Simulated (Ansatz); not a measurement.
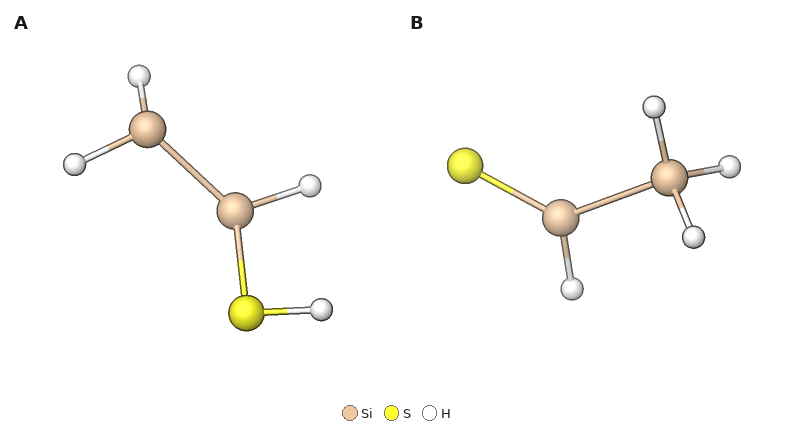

2 stationary structures of one formula. Geometries: PBE0-D4/def2-TZVP. Electronic energies: RHF-CCSD(T) (frozen core)/def2-TZVPP (Ansatz 0.2.0), without zero-point energy. No frequency run is at hand to confirm each as a minimum. Each is one conformer, not always the lowest.

Which is lowest in energy, and by how much?

B is lowest (Cs); A lies 91.6 kJ/mol above it (C1).

Give E(B) − E(A) in kJ/mol at these levels too: ωB97M-V/def2-TZVPP; RHF-CCSD(T) (frozen core)/def2-TZVPP; PBE-D4/def2-TZVPP; PBE0-D4/def2-TZVPP; PBE0-D4/def2-TZVP; r2SCAN-D4/def2-TZVPP; B3LYP-D4/def2-TZVPP.

```json
{"level": "ωB97M-V/def2-TZVPP", "E(B) − E(A) (kJ/mol)": "−97.1"}
{"level": "RHF-CCSD(T) (frozen core)/def2-TZVPP", "E(B) − E(A) (kJ/mol)": "−91.6"}
{"level": "PBE-D4/def2-TZVPP", "E(B) − E(A) (kJ/mol)": "−76.5"}
{"level": "PBE0-D4/def2-TZVPP", "E(B) − E(A) (kJ/mol)": "−86.4"}
{"level": "PBE0-D4/def2-TZVP", "E(B) − E(A) (kJ/mol)": "−87.7"}
{"level": "r2SCAN-D4/def2-TZVPP", "E(B) − E(A) (kJ/mol)": "−87.9"}
{"level": "B3LYP-D4/def2-TZVPP", "E(B) − E(A) (kJ/mol)": "−91.8"}
```
